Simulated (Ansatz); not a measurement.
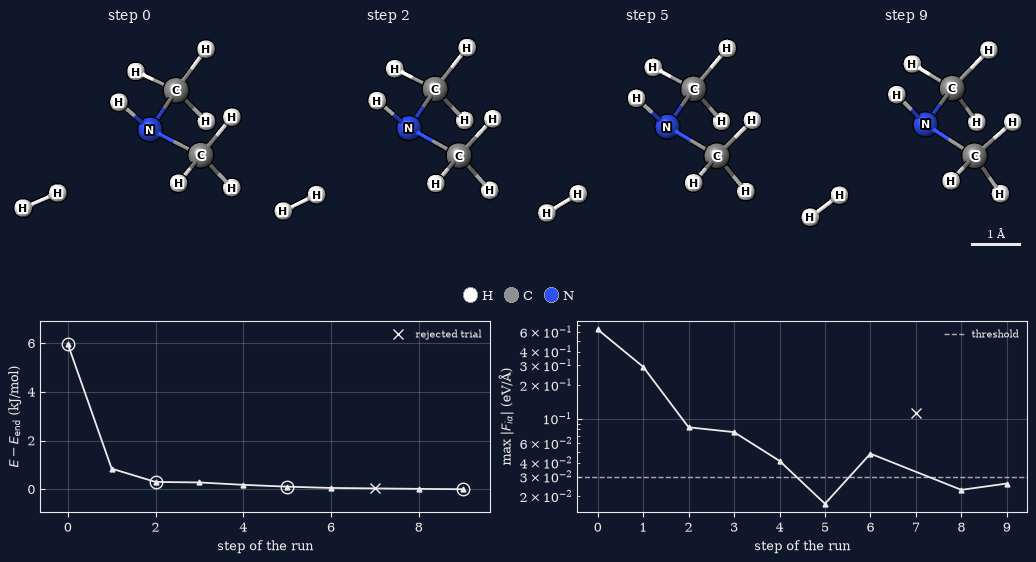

Frames of a relaxation of C2H9N (coarse preliminary run), marked on the history of the run. A ball-and-stick model, seen from a free direction.

Computed with Ansatz 0.2.0, RKS PBE-D4/def2-SVP. Settings: force threshold 0.03 eV/Å; at most 250 steps.

**What happens along the run?**

Over 8 accepted moves (9 points after the start) the energy falls by 5.97 kJ/mol. Largest force component: 0.63 eV/Å at the start, 0.026 eV/Å at the end. The line search rejected the trial step at point 7 of the run. The forces were under the threshold at step 5, but the run went on from there. An H atom moves most after the best rigid fit: 0.29 Å. By element the largest moves are H 0.29 Å, N 0.12 Å, C 0.07 Å. Among the contacts that change: C–H 1.101 → 1.123 Å, C–H 1.088 → 1.109 Å, H–N 1.017 → 1.027 Å, H–H 0.783 → 0.778 Å. From step 0 to 2: an H atom moves most (0.07 Å), energy −5.67 kJ/mol. From step 2 to 5: an H atom moves most (0.10 Å), energy −0.19 kJ/mol. From step 5 to 9: an H atom moves most (0.13 Å), energy −0.11 kJ/mol.

Limits of the set-up: the start holds two separate molecules, 2.4 Å apart at their closest, whose relative position is a soft coordinate.
